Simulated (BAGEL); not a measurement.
**CH4AlFS (SMILES [CH3][Al]([F])[SH]): HF/6-31G(d) (density fitting with qzvpp-jkfit, spherical functions)**

What is the vertical singlet–triplet gap of CH4AlFS at HF/6-31G* (density fitting with qzvpp-jkfit, spherical functions)? 

The calculation is run with BAGEL 1.2.2.

5 further runs of the same task are left out: 2 that didn't finish, 3 set aside as unsound or not needed. Runs told in other sessions of the task aren't counted.

## (1) The system as given

The species is CH4AlFS (8 atoms), meant as a singlet with charge 0. SMILES: `[CH3][Al]([F])[SH]`. The shape is that of a PBE0-D4/def2-TZVP optimisation. This is one conformer, not always the lowest.

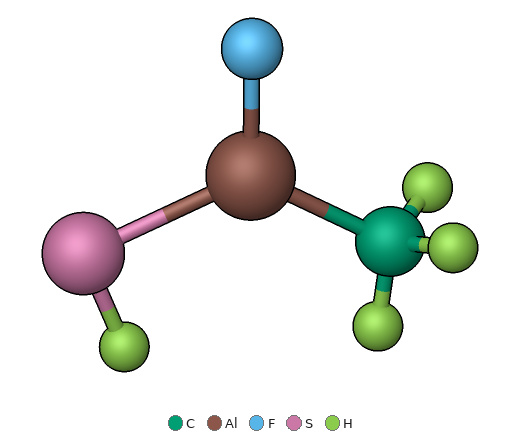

The structure, seen from a chosen angle (carbon teal, aluminium brown, fluorine blue, sulfur pink, hydrogen green).

## (2) A single-point energy at HF/6-31G(d) (density fitting with qzvpp-jkfit, spherical functions)

hf.json

```json
{ "bagel": [

{
  "title": "molecule",
  "basis": "6-31gs.json",
  "df_basis": "qzvpp-jkfit",
  "angstrom": true,
  "geometry": [
    { "atom": "C", "xyz": [      -0.164800,       1.144700,      -0.030300 ] },
    { "atom": "Al", "xyz": [       0.702600,      -0.583900,      -0.058200 ] },
    { "atom": "F", "xyz": [       2.341300,      -0.684100,      -0.222200 ] },
    { "atom": "S", "xyz": [      -0.295900,      -2.510100,       0.113800 ] },
    { "atom": "H", "xyz": [      -1.250400,       1.067300,       0.056300 ] },
    { "atom": "H", "xyz": [       0.201100,       1.741800,       0.810100 ] },
    { "atom": "H", "xyz": [       0.065400,       1.703100,      -0.942200 ] },
    { "atom": "H", "xyz": [      -1.507100,      -1.935800,       0.216800 ] }
  ]
},

{
  "title": "hf"
},

{
  "title": "print",
  "file": "orbitals.molden",
  "orbitals": true
}

]}
```

The basis set 6-31G* is read from a file made from the Basis Set Exchange's data (not shown).

Run with:

```
$ BAGEL_NUM_THREADS=1 BAGEL hf.json > hf.out
```

The log of the run:

```text
* using 1 threads per process

  ===============================================================
  ===============================================================

  *** Geometry ***

  { "atom" : "C", "xyz" : [     -0.311427,      2.163169,     -0.057259 ] },
  { "atom" : "Al", "xyz" : [      1.327722,     -1.103411,     -0.109982 ] },
  { "atom" : "F", "xyz" : [      4.424416,     -1.292762,     -0.419897 ] },
  { "atom" : "S", "xyz" : [     -0.559170,     -4.743402,      0.215051 ] },
  { "atom" : "H", "xyz" : [     -2.362914,      2.016905,      0.106392 ] },
  { "atom" : "H", "xyz" : [      0.380024,      3.291525,      1.530867 ] },
  { "atom" : "H", "xyz" : [      0.123588,      3.218393,     -1.780500 ] },
  { "atom" : "H", "xyz" : [     -2.848006,     -3.658132,      0.409693 ] },

  Number of auxiliary basis functions:      480

  Since a DF basis is specified, we compute 2- and 3-index integrals:
    o Being stored without compression. Storage requirement is 0.020 GB

  Number of basis functions:       72
  Number of electrons      :       48

    * METHOD: MOLECULE                             0.24

  *** RHF ***

  === Nuclear Repulsion ===
   195.5365090362

      * DIIS with orbital gradients will be used.

  === RHF iteration (6-31gs.json) ===
      0       -778.98931682          0.02034482           0.06
      1       -779.12128130          0.01224608           0.05
      2       -779.17816827          0.00154507           0.05
      3       -779.17961236          0.00047269           0.05
      4       -779.17974809          0.00008865           0.05
      5       -779.17975578          0.00002200           0.06
      6       -779.17975636          0.00000738           0.06
      7       -779.17975644          0.00000178           0.06
      8       -779.17975645          0.00000048           0.06
      9       -779.17975645          0.00000017           0.06
     10       -779.17975645          0.00000006           0.06
     11       -779.17975645          0.00000002           0.06
     12       -779.17975645          0.00000001           0.06
    * SCF iteration converged.

    * Permanent dipole moment:
           (    0.783528,    -0.865663,    -0.048883) a.u.

    * METHOD: HF                                   0.89

    * METHOD: PRINT                                0.01

  ===============================================================
```

Run time: 1.3 s. Hardware: 1 thread of Arm Neoverse V1, shared host; peak memory 0.1 GiB.

## (3) The triplet

input.json

```json
{ "bagel" : [

{
  "title" : "molecule",
  "basis" : "6-31gs.json",
  "df_basis" : "qzvpp-jkfit",
  "angstrom" : true,
  "geometry" : [
    { "atom" : "C", "xyz" : [      -0.164800,       1.144700,      -0.030300 ] },
    { "atom" : "Al", "xyz" : [       0.702600,      -0.583900,      -0.058200 ] },
    { "atom" : "F", "xyz" : [       2.341300,      -0.684100,      -0.222200 ] },
    { "atom" : "S", "xyz" : [      -0.295900,      -2.510100,       0.113800 ] },
    { "atom" : "H", "xyz" : [      -1.250400,       1.067300,       0.056300 ] },
    { "atom" : "H", "xyz" : [       0.201100,       1.741800,       0.810100 ] },
    { "atom" : "H", "xyz" : [       0.065400,       1.703100,      -0.942200 ] },
    { "atom" : "H", "xyz" : [      -1.507100,      -1.935800,       0.216800 ] }
  ]
},

{ "title" : "uhf", "charge" : 0, "nopen" : 2 },

{ "title" : "print", "file" : "orbitals.molden", "orbitals" : true }

]}
```

The basis set 6-31G* is read from a file made from the Basis Set Exchange's data (not shown).

Run with:

```
$ BAGEL_NUM_THREADS=1 BAGEL input.json > input.out
```

The log of the run:

```text
* using 1 threads per process

  ===============================================================
  ===============================================================

  *** Geometry ***

  { "atom" : "C", "xyz" : [     -0.311427,      2.163169,     -0.057259 ] },
  { "atom" : "Al", "xyz" : [      1.327722,     -1.103411,     -0.109982 ] },
  { "atom" : "F", "xyz" : [      4.424416,     -1.292762,     -0.419897 ] },
  { "atom" : "S", "xyz" : [     -0.559170,     -4.743402,      0.215051 ] },
  { "atom" : "H", "xyz" : [     -2.362914,      2.016905,      0.106392 ] },
  { "atom" : "H", "xyz" : [      0.380024,      3.291525,      1.530867 ] },
  { "atom" : "H", "xyz" : [      0.123588,      3.218393,     -1.780500 ] },
  { "atom" : "H", "xyz" : [     -2.848006,     -3.658132,      0.409693 ] },

  Number of auxiliary basis functions:      480

  Since a DF basis is specified, we compute 2- and 3-index integrals:
    o Being stored without compression. Storage requirement is 0.020 GB

  Number of basis functions:       72
  Number of electrons      :       48

    * METHOD: MOLECULE                             0.24

  *** Open-shell HF ***

  === Nuclear Repulsion ===
   195.5365090362

      * DIIS with orbital gradients will be used.

  === UHF iteration (6-31gs.json) ===
      0       -778.67334120          0.04424738           0.11
      1       -778.86177286          0.02907953           0.11
      2       -778.92063242          0.01766002           0.11
      3       -778.95344198          0.00121372           0.11
      4       -778.95480934          0.00066222           0.11
      5       -778.95531114          0.00030724           0.11
      6       -778.95563066          0.00020640           0.11
      7       -778.95594873          0.00015016           0.11
      8       -778.95606583          0.00013806           0.11
      9       -778.95634079          0.00013338           0.11
     10       -778.95647085          0.00012928           0.11
     11       -778.95658609          0.00012910           0.11
     12       -778.95669559          0.00012832           0.11
     13       -778.95675275          0.00012804           0.11
     14       -778.95673337          0.00013053           0.11
     15       -778.95702010          0.00012872           0.11
     16       -778.95732360          0.00014437           0.11
     17       -778.95741809          0.00017585           0.11
     18       -778.95693707          0.00014011           0.11
     19       -778.95692821          0.00014033           0.11
     20       -778.95617900          0.00028063           0.11
     21       -778.95750293          0.00017389           0.11
     22       -778.95782277          0.00019305           0.11
     23       -778.95790920          0.00022478           0.11
     24       -778.95826776          0.00022323           0.11
     25       -778.95856265          0.00023134           0.11
     26       -778.95758104          0.00018485           0.11
[... 40 lines of this table left out ...]
     67       -778.96105998          0.00000024           0.11
     68       -778.96105998          0.00000016           0.11
     69       -778.96105998          0.00000011           0.11
     70       -778.96105998          0.00000010           0.11
     71       -778.96105998          0.00000008           0.11
     72       -778.96105998          0.00000005           0.11
     73       -778.96105998          0.00000003           0.11
     74       -778.96105998          0.00000003           0.11
     75       -778.96105998          0.00000002           0.11
     76       -778.96105998          0.00000002           0.11
     77       -778.96105998          0.00000001           0.11
     78       -778.96105998          0.00000001           0.11
     79       -778.96105998          0.00000001           0.11
    * SCF iteration converged.

    * S^2 (UHF) is 2.0130

    * Permanent dipole moment:
           (    0.385380,    -0.624041,    -0.014575) a.u.

    * METHOD: UHF                                  8.75

    * METHOD: PRINT                                0.01

  ===============================================================
```

Wall time 9.3 s (1 thread of Arm Neoverse V1, shared host); peak memory 0.1 GiB.

## (4) Results

At HF/6-31G* (density fitting with qzvpp-jkfit, spherical functions):

| quantity | value |
| --- | --- |
| singlet: total energy | -779.17976 Eh |
| singlet: dipole moment | 2.97 D |
| singlet: HOMO energy | -10.57 eV |
| singlet: LUMO energy | 2.37 eV |
| singlet: HOMO–LUMO gap | 12.94 eV |
| triplet: total energy | -778.96106 Eh |
| triplet: dipole moment | 1.86 D |
| triplet: ⟨S²⟩ | 2.013 |
| vertical energy of the triplet above the singlet | 5.951 eV |

In words: At this shape the triplet lies 5.95 eV (137 kcal/mol) above the singlet.
